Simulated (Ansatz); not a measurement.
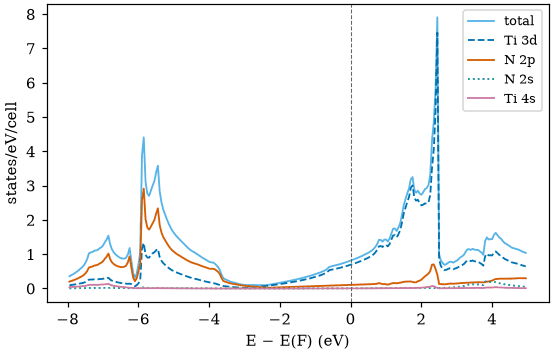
Figure. Total and projected density of states of TiN (rock salt, space group No. 225), the program Ansatz at the r²SCAN level (PAW)

Which orbitals carry the states next to the Fermi level?

Within 0.5 eV of the Fermi level: Ti 3d 85 %, N 2p 13 %. Projections are on Löwdin-orthogonalised atomic valence shells; empty p or d shells of many metals are not among them.

Where is the tallest occupied peak in this window, and what makes it?

Near -5.8 eV, about 4.4 states/eV per cell; the largest projected share is N 2p.

Space group Fm-3m (rock salt). The cell was relaxed with r²SCAN under the symmetry of its start. The run is not spin-polarised. With an odd number of electrons in the cell and no spin polarisation, the count alone makes it a metal.

Potentials: the later of the program's two PAW sets.
